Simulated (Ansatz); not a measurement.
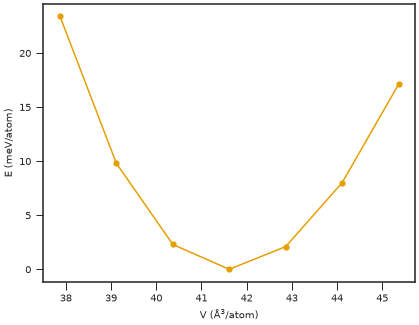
Mg2Sn in space group Pn-3m (No. 224; Mg on 4c, Sn on 2a) under volume change, the program Ansatz at the PBE level (PAW), scaled uniformly.

**Question.** What does a third-order Birch–Murnaghan fit give for V₀, B₀ and B′?

**Answer.** V₀ = 41.62 Å³/atom, B₀ = 18.9 GPa, B′ = 4.2.

A made-up cell: these elements were put on the sites of a structure type; neither database checked (COD, Materials Project) lists it. COD files the formula under space group No. 225, 227, so this cell is another polymorph or a model. Its standing as an ambient phase is unchecked. The cell was relaxed with PBE under the symmetry of its start; whether a distortion lowers the energy is not shown. Spin–orbit coupling is left out wherever it is not named.

Potentials: the later of the program's two PAW sets.
